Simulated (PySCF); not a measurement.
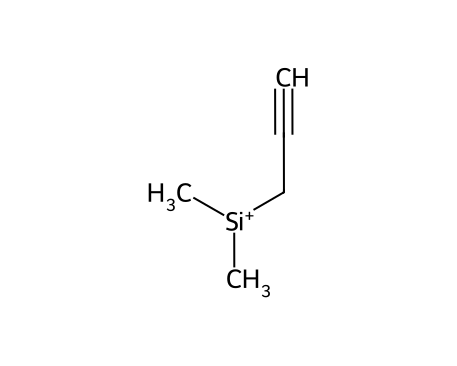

Figure made from data computed with PySCF.

The species has charge +1 and is a spin singlet.

Q: Transcribe the drawing into SMILES.

A: C#CC[Si+](C)C

Q: What is the molecular formula?

A: C5H9Si, charge +1.
